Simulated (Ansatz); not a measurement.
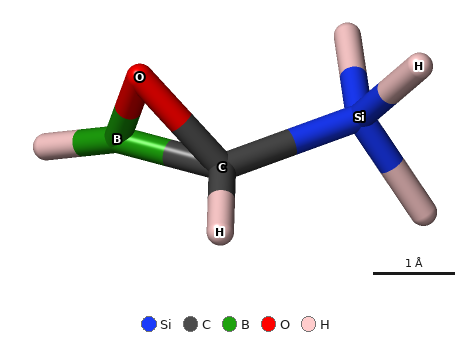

Figure 1. The structure as given in the input (stick view, seen at a tilt). Bond lengths as drawn: B–C 1.53 Å, B–H 1.20 Å, B–O 1.34 Å, C–H 1.11 Å, C–O 1.55 Å, C–Si 1.89 Å and H–Si 1.50 to 1.51 Å.

## Geometry relaxation, with input and output: CH5BOSi

System: CH5BOSi.
Method: RKS PBE0-D4/def2-TZVP (Ansatz 0.2.0).

The geometry: PBE-D4/def2-SVP start. Figures and captions count atoms from 1; the log counts them from 0 in places.

Log:
```
Functional definition: PBE0
  name "PBE0"
  cite "Adamo & Barone, J. Chem. Phys. 110, 6158 (1999) doi:10.1063/1.478522"
  cite "Perdew, Burke & Ernzerhof, Phys. Rev. Lett. 77, 3865 (1996) doi:10.1103/PhysRevLett.77.3865"
  parent pbe
  parameter a = 0.25
  parameter kappa = 0.804
  parameter beta = 0.06672455060314922
  exchange = (1 - a)*pbe_x(kappa = kappa, mu = beta*pi^2/3) + a*exact_x
  correlation = pbe_c(beta = beta)
988 factors; their error is unknown
mean field evaluation 1: about -11708.0922 eV, gradient 4.6e1 eV
mean field evaluation 2: about -11701.6282 eV, gradient 7.3e1 eV
mean field evaluation 4: about -11712.3976 eV, gradient 5.1e0 eV
mean field evaluation 8: about -11712.4504 eV, gradient 3.5e-2 eV
mean field evaluation 16: about -11712.4836 eV, gradient 2.8e-5 eV
mean field -11712.48357494 eV, -430.4258323726 hartree, gradient 2.8e-5 eV, S^2 0.000000; 0 other end points of the search recorded, 0 dependent functions left out
the calculation of the forces begins
reference -11712.48360943 eV, -430.4258336399 hartree; 19, 19 occupied and 141, 141 virtual orbitals, 988 factors
relax step   1: F+E_penalty+E_count = -11712.61616973 eV  Δ(F+E_penalty+E_count) = +0.000e0 eV  max|allowed force component| = 6.648e-1 eV/Å  Δτ_max = 0.0000 Å  (27 SCF iters, accepted)
these checks for a lower state are left out or cut short: starts, cluster_reference, orbital_swaps, neighbouring_geometries, increment
988 factors; their error is unknown
mean field -11712.51441542 eV, -430.4269657394 hartree, gradient 9.3e-6 eV, S^2 0.000000; 0 other end points of the search recorded, 0 dependent functions left out
the calculation of the forces begins
reference -11712.51444977 eV, -430.4269670016 hartree; 19, 19 occupied and 141, 141 virtual orbitals, 988 factors
relax step   2: F+E_penalty+E_count = -11712.64746492 eV  Δ(F+E_penalty+E_count) = -3.130e-2 eV  max|allowed force component| = 3.137e-1 eV/Å  Δτ_max = 0.0256 Å  (33 SCF iters, accepted)
these checks for a lower state are left out or cut short: starts, cluster_reference, orbital_swaps, neighbouring_geometries, increment
988 factors; their error is unknown
mean field -11712.51867402 eV, -430.4271222398 hartree, gradient 8.7e-6 eV, S^2 0.000000; 0 other end points of the search recorded, 0 dependent functions left out
the calculation of the forces begins
reference -11712.51870830 eV, -430.4271234997 hartree; 19, 19 occupied and 141, 141 virtual orbitals, 988 factors
relax step   3: F+E_penalty+E_count = -11712.65190307 eV  Δ(F+E_penalty+E_count) = -4.438e-3 eV  max|allowed force component| = 9.138e-2 eV/Å  Δτ_max = 0.0145 Å  (32 SCF iters, accepted)
these checks for a lower state are left out or cut short: starts, cluster_reference, orbital_swaps, neighbouring_geometries, increment
988 factors; their error is unknown
mean field evaluation 32: about -11712.4862 eV, gradient 4.8e-1 eV
mean field -11712.51906858 eV, -430.4271367396 hartree, gradient 8.4e-6 eV, S^2 0.000000; 0 other end points of the search recorded, 0 dependent functions left out
the calculation of the forces begins
reference -11712.51910286 eV, -430.4271379997 hartree; 19, 19 occupied and 141, 141 virtual orbitals, 988 factors
relax step   4: F+E_penalty+E_count = -11712.65231510 eV  Δ(F+E_penalty+E_count) = -4.120e-4 eV  max|allowed force component| = 3.961e-2 eV/Å  Δτ_max = 0.0054 Å  (33 SCF iters, accepted)
these checks for a lower state are left out or cut short: starts, cluster_reference, orbital_swaps, neighbouring_geometries, increment
988 factors; their error is unknown
mean field -11712.51910536 eV, -430.4271380915 hartree, gradient 8.3e-6 eV, S^2 0.000000; 0 other end points of the search recorded, 0 dependent functions left out
the calculation of the forces begins
reference -11712.51913965 eV, -430.4271393514 hartree; 19, 19 occupied and 141, 141 virtual orbitals, 988 factors
relax step   5: F+E_penalty+E_count = -11712.65233463 eV  Δ(F+E_penalty+E_count) = -1.953e-5 eV  max|allowed force component| = 3.261e-2 eV/Å  Δτ_max = 0.0068 Å  (33 SCF iters, accepted)
these checks for a lower state are left out or cut short: starts, cluster_reference, orbital_swaps, neighbouring_geometries, increment
988 factors; their error is unknown
mean field -11712.51919789 eV, -430.4271414917 hartree, gradient 8.3e-6 eV, S^2 0.000000; 0 other end points of the search recorded, 0 dependent functions left out
the calculation of the forces begins
reference -11712.51923217 eV, -430.4271427516 hartree; 19, 19 occupied and 141, 141 virtual orbitals, 988 factors
relax step   6: F+E_penalty+E_count = -11712.65240489 eV  Δ(F+E_penalty+E_count) = -7.026e-5 eV  max|allowed force component| = 8.873e-3 eV/Å  Δτ_max = 0.0049 Å  (33 SCF iters, accepted)
these checks for a lower state are left out or cut short: starts, cluster_reference, orbital_swaps, neighbouring_geometries, increment
988 factors; their error is unknown
mean field -11712.51920523 eV, -430.4271417615 hartree, gradient 8.3e-6 eV, S^2 0.000000; 0 other end points of the search recorded, 0 dependent functions left out
the calculation of the forces begins
reference -11712.51923952 eV, -430.4271430216 hartree; 19, 19 occupied and 141, 141 virtual orbitals, 988 factors
relax step   7: F+E_penalty+E_count = -11712.65241977 eV  Δ(F+E_penalty+E_count) = -1.488e-5 eV  max|allowed force component| = 3.821e-3 eV/Å  Δτ_max = 0.0025 Å  (33 SCF iters, accepted)
988 factors; their error is unknown
mean field evaluation 64: about -11712.5192 eV, gradient 5.4e-3 eV
```

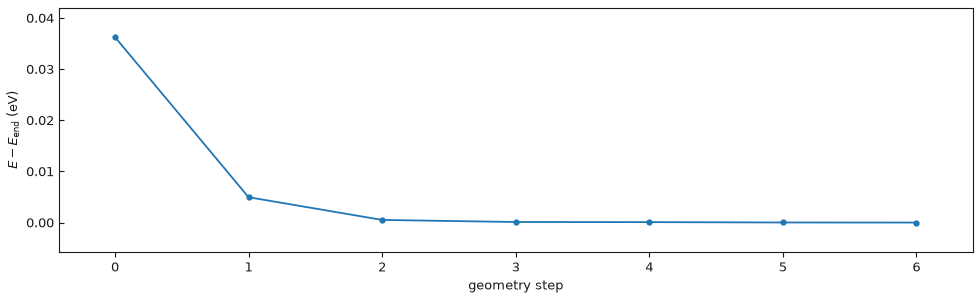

Figure 2. Progress of the relaxation, step by step (the first geometry is step 0 here and step 1 in the log).

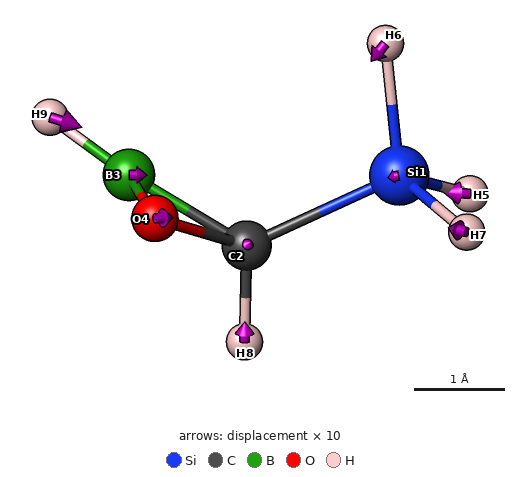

Figure 3. The starting structure with the displacements as pink arrows, magnified 10 times (ball-and-stick view, seen on its broad side). The two geometries are laid on each other by the best rigid fit. The atom that moves furthest after the best rigid fit is H9 (0.039 Å). By element the largest moves are H 0.039 Å, O 0.025 Å, B 0.021 Å, Si 0.014 Å, C 0.010 Å. Distances before and after: C2–O4 1.554 → 1.527 Å, B3–H9 1.204 → 1.183 Å, Si1–C2 1.887 → 1.867 Å, C2–H8 1.109 → 1.090 Å. The energy falls by 0.036 eV in 6 geometry steps. The largest force component goes from 0.66 to 0.0038 eV/Å. (Atoms are counted from 1 in the order of the input.)

```
mean field -11712.51920523 eV, -430.4271417615 hartree, gradient 8.3e-6 eV, S^2 0.000000; 1 other end points of the search recorded, 0 dependent functions left out
the calculation of the forces begins
reference -11712.51923952 eV, -430.4271430216 hartree; 19, 19 occupied and 141, 141 virtual orbitals, 988 factors
Total energy: -11712.65245406 eV, -430.4320385656 hartree
Atom 0 at     0.219915     1.232255    -0.348726 Å, force    -0.002785    -0.003169    -0.002581 eV/Å
Atom 1 at     0.310015    -0.625307    -0.184089 Å, force     0.000500     0.003821     0.002826 eV/Å
Atom 2 at    -0.704375    -1.467112     0.564388 Å, force    -0.003635     0.002574     0.000676 eV/Å
Atom 3 at     0.382420    -1.143939     1.250028 Å, force     0.002990    -0.001728    -0.000740 eV/Å
Atom 4 at    -0.069259     1.551479    -1.772220 Å, force     0.001020     0.001249    -0.000633 eV/Å
Atom 5 at    -0.873764     1.751759     0.512477 Å, force     0.000440     0.000529     0.000893 eV/Å
Atom 6 at     1.498406     1.882403     0.042383 Å, force    -0.000438    -0.000672     0.000480 eV/Å
Atom 7 at     1.024929    -1.145683    -0.821722 Å, force     0.002118    -0.001166    -0.000746 eV/Å
Atom 8 at    -1.699787    -2.082056     0.740282 Å, force    -0.000211    -0.001439    -0.000176 eV/Å
Dipole moment:    -0.115197    -0.077591    -0.220568 e Å
```

Trajectory as extended XYZ (Å, eV, eV/Å), 7 frames, from step=1 to step=7:
```
9
Properties=species:S:1:pos:R:3:forces:R:3 step=1 energy=-11712.61617
Si    0.2211    1.2455   -0.3530    0.0098  -0.0261   0.0188
C     0.3083   -0.6324   -0.1907    0.0800  -0.2717   0.1756
B    -0.7087   -1.4853    0.5749    0.2730   0.1127   0.1157
O     0.3848   -1.1600    1.2690   -0.3972   0.0412  -0.6648
H    -0.0646    1.5762   -1.7938    0.0554  -0.0939   0.3044
H    -0.8862    1.7754    0.5148    0.2305  -0.1223  -0.1784
H     1.5155    1.9027    0.0443   -0.2775  -0.1573  -0.0781
H     1.0397   -1.1575   -0.8375   -0.3898   0.2633   0.3871
H    -1.7215   -2.1108    0.7548    0.4157   0.2540  -0.0803
9
Properties=species:S:1:pos:R:3:forces:R:3 step=2 energy=-11712.64747
Si    0.2197    1.2391   -0.3501   -0.0097  -0.0952  -0.0172
C     0.3027   -0.6273   -0.1953    0.0604  -0.0811   0.2138
B    -0.7056   -1.4735    0.5687    0.1520   0.0609   0.0436
O     0.3827   -1.1444    1.2565   -0.1816   0.0287  -0.3137
H    -0.0661    1.5589   -1.7783    0.0154   0.0014   0.0712
H    -0.8775    1.7594    0.5123    0.0548  -0.0239  -0.0410
H     1.5045    1.8827    0.0463   -0.0667  -0.0350  -0.0195
H     1.0318   -1.1475   -0.8254   -0.1352   0.0758   0.0865
H    -1.7037   -2.0937    0.7480    0.1105   0.0683  -0.0236
9
Properties=species:S:1:pos:R:3:forces:R:3 step=3 energy=-11712.65190
Si    0.2178    1.2324   -0.3512    0.0126  -0.0176   0.0110
C     0.3073   -0.6253   -0.1877   -0.0165  -0.0114   0.0914
B    -0.7016   -1.4671    0.5674   -0.0262  -0.0062  -0.0087
O     0.3831   -1.1424    1.2541    0.0240   0.0460  -0.0902
H    -0.0655    1.5597   -1.7734   -0.0040  -0.0076  -0.0107
H    -0.8754    1.7516    0.5090   -0.0140   0.0056   0.0091
H     1.4969    1.8749    0.0458    0.0153   0.0162   0.0044
H     1.0217   -1.1469   -0.8232    0.0265  -0.0130  -0.0119
H    -1.6958   -2.0832    0.7419   -0.0177  -0.0120   0.0057
9
Properties=species:S:1:pos:R:3:forces:R:3 step=4 energy=-11712.65231
Si    0.2191    1.2319   -0.3495   -0.0036   0.0035  -0.0125
C     0.3065   -0.6255   -0.1880    0.0285   0.0048   0.0274
B    -0.7030   -1.4668    0.5664   -0.0396  -0.0168  -0.0069
O     0.3836   -1.1401    1.2493    0.0135   0.0048   0.0003
H    -0.0655    1.5557   -1.7728   -0.0001   0.0019  -0.0025
H    -0.8758    1.7513    0.5100   -0.0014   0.0009   0.0029
H     1.4979    1.8781    0.0467    0.0014   0.0005   0.0015
H     1.0228   -1.1470   -0.8227    0.0015   0.0015  -0.0145
H    -1.6971   -2.0837    0.7434   -0.0001  -0.0010   0.0041
9
Properties=species:S:1:pos:R:3:forces:R:3 step=5 energy=-11712.65234
Si    0.2192    1.2315   -0.3504    0.0055   0.0062   0.0135
C     0.3114   -0.6255   -0.1833   -0.0326   0.0060  -0.0110
B    -0.7053   -1.4666    0.5635    0.0173   0.0029   0.0080
O     0.3798   -1.1409    1.2514    0.0035  -0.0062  -0.0088
H    -0.0712    1.5551   -1.7727    0.0010  -0.0065  -0.0010
H    -0.8723    1.7507    0.5138   -0.0006   0.0002  -0.0020
H     1.4991    1.8787    0.0411   -0.0007   0.0062  -0.0021
H     1.0269   -1.1451   -0.8207    0.0092  -0.0114   0.0084
H    -1.6990   -2.0840    0.7401   -0.0026   0.0026  -0.0050
9
Properties=species:S:1:pos:R:3:forces:R:3 step=6 energy=-11712.65241
Si    0.2193    1.2321   -0.3494    0.0053   0.0002   0.0042
C     0.3101   -0.6255   -0.1839    0.0017   0.0047   0.0015
B    -0.7048   -1.4670    0.5643    0.0034  -0.0053  -0.0028
O     0.3823   -1.1448    1.2498   -0.0028   0.0066   0.0058
H    -0.0700    1.5527   -1.7727   -0.0008  -0.0028   0.0017
H    -0.8732    1.7518    0.5133   -0.0010  -0.0003  -0.0014
H     1.4983    1.8816    0.0413   -0.0011   0.0006   0.0000
H     1.0267   -1.1452   -0.8200   -0.0025  -0.0034  -0.0089
H    -1.7002   -2.0820    0.7401   -0.0021  -0.0003   0.0000
9
Properties=species:S:1:pos:R:3:forces:R:3 step=7 energy=-11712.65242
Si    0.2199    1.2323   -0.3487   -0.0028  -0.0032  -0.0026
C     0.3100   -0.6253   -0.1841    0.0005   0.0038   0.0028
B    -0.7044   -1.4671    0.5644   -0.0036   0.0026   0.0007
O     0.3824   -1.1439    1.2500    0.0030  -0.0017  -0.0007
H    -0.0693    1.5515   -1.7722    0.0010   0.0012  -0.0006
H    -0.8738    1.7518    0.5125    0.0004   0.0005   0.0009
H     1.4984    1.8824    0.0424   -0.0004  -0.0007   0.0005
H     1.0249   -1.1457   -0.8217    0.0021  -0.0012  -0.0007
H    -1.6998   -2.0821    0.7403   -0.0002  -0.0014  -0.0002
```

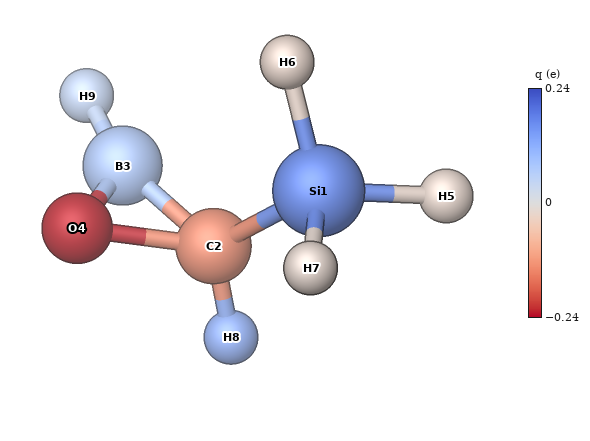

Figure 4. Mulliken charges, as the colour of each atom (ball-and-stick view, seen at a tilt; atoms are numbered from 1 in the order of the input). By element: Si +0.16, C −0.14, B +0.08, O −0.23 and H −0.02 to +0.13 e.

This output came from the following input.

Input:
```yaml
crystal:
  periodic: [false, false, false]
  atoms:
    - {symbol: Si, position_ang: [0.221111, 1.245536, -0.353041]}
    - {symbol: C, position_ang: [0.308332, -0.632366, -0.190656]}
    - {symbol: B, position_ang: [-0.708716, -1.485334, 0.574943]}
    - {symbol: O, position_ang: [0.384813, -1.160048, 1.268974]}
    - {symbol: H, position_ang: [-0.064581, 1.576169, -1.793774]}
    - {symbol: H, position_ang: [-0.886225, 1.775369, 0.514841]}
    - {symbol: H, position_ang: [1.515525, 1.902709, 0.044261]}
    - {symbol: H, position_ang: [1.039735, -1.157461, -0.837538]}
    - {symbol: H, position_ang: [-1.721495, -2.110774, 0.754790]}
basis:
  gaussian: {orbitals: def2-TZVP}
hamiltonian: {xc: pbe0, dispersion: d4}
relax: {f_tol: 0.005, max_steps: 150}
```

Command:
```bash
ansatz run in.yaml --threads 2 --pin off --events-out ev --progress --plain --max-ram 4352MiB
```

Results in brief:

| quantity | value |
| --- | --- |
| outcome | converged |
| total energy | −11712.6525 eV |
| mean-field energy | −11712.5192 eV |
| dispersion energy | −0.1332 eV |
| SCF solution under orbital rotations | stable |
| largest force (length of the vector) at the end | 0.005 eV/Å |
| dipole moment | 1.25 D |
| hardware | 2 threads of Arm Neoverse V1, 23 GiB of memory available, shared host |
| wall time | 29 s (CPU time 56 s) |
| peak memory | 0.32 GiB |
